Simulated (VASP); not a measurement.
Band structure of VGe (relaxed from the rocksalt structure, space group Fm-3m). Calculation: PBEsol GGA, VASP's PBE PAW potentials (set 64) (plane waves; VASP).

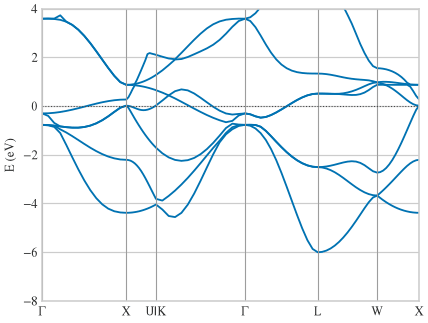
*Bands along high-symmetry lines, zero at the valence-band maximum or, without a gap, the Fermi level*

Problem. Read the plot: is there a gap, and where are the band edges?

Solution. It has no gap at this level: it comes out as a metal or semimetal. (Edges off the drawn lines would not show.)

The structure was generated: VGe was put into the rocksalt type (Fm-3m), which need not be its known phase. It was relaxed first, which changed the volume by -21 %. The run is not spin-polarised, so no magnetic state was tried. The electron count is odd and the run is not spin-polarised, which forces a metal.
